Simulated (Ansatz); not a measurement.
## Fields on a plane of MgO (rock salt)

```
MgO
1.0
    0.00000     2.10706     2.10706
    2.10706     0.00000     2.10706
    2.10706     2.10706     0.00000
O Mg
1 1
Cartesian
  0.00000   0.00000   0.00000
  2.10706   2.10706   2.10706
```

The slice is a {111} plane (indices of the conventional cell) through the point (0.000, 0.000, 0.000) (fractional), spanned by u = [100] and v = [-1 2 0] in vectors of this cell: u (2.98 Å) and v (5.16 Å, at 90° to u). It covers one period; positions are fractions (u, v).

Atoms on it: O at (0.00, 0.00); O at (0.50, 0.50).

All values below come from PBEsol (plane waves to 420 eV, PAW, scalar-relativistic; Ansatz, a program for electronic structure). k mesh 13×13×13. Near the nuclei the fields are pseudised (PAW); where an atom keeps semicore shells as valence, they peak there. MgO was relaxed with its symmetry unable to fall.

```
|xxxxx7976799xxxx|
|xxxxx8754588xxxx|
|xxxx785323588xxx|
|xxx79741014789xx|
|7789863000369977|
|8888753212357888|
|5566766555677765|
|1235788888887532|
|0036898777799630|
|014797xxxxx98741|
|23587xxxxxxx8853|
|4578xxxxxxxxx885|
|6797xxxxxxxxx997|
|7799xxxxxxxxx997|
|6799xxxxxxxxx797|
|4588xxxxxxxxx875|
|23588xxxxxxx7853|
|014789xxxxx79741|
|0036997777898630|
|1235788888887532|
|5567776555667665|
|8888753212357888|
|7779963000368987|
|xxx98741014797xx|
|xxxx885323587xxx|
|xxxxx8854578xxxx|
|xxxxx9976797xxxx|
|xxxxx9977799xxxx|
```
Scale: ten equal steps from 6.25 (start of '0') to 8.50 (end of '9'), in the order '0123456789'. Values: electrostatic potential energy of an electron, from the cell's mean, in eV. The map has 16 points along u (one character each, u = 0 at the left) and 28 along v (v = 0 in the bottom row). Points within 0.9 Å of a nucleus are blanked (x), as the pseudised field means little there. The zero, the cell's mean, hangs on the PAW cores.

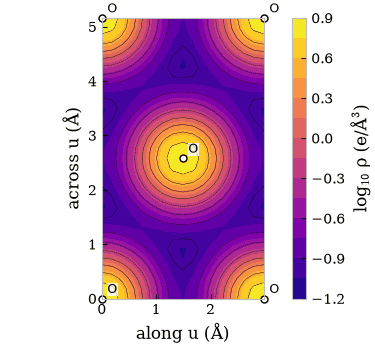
Log₁₀ of the valence density in e/Å³, one period of the plane, atoms marked. The scale is logarithmic, as a density can span decades between atoms and voids.
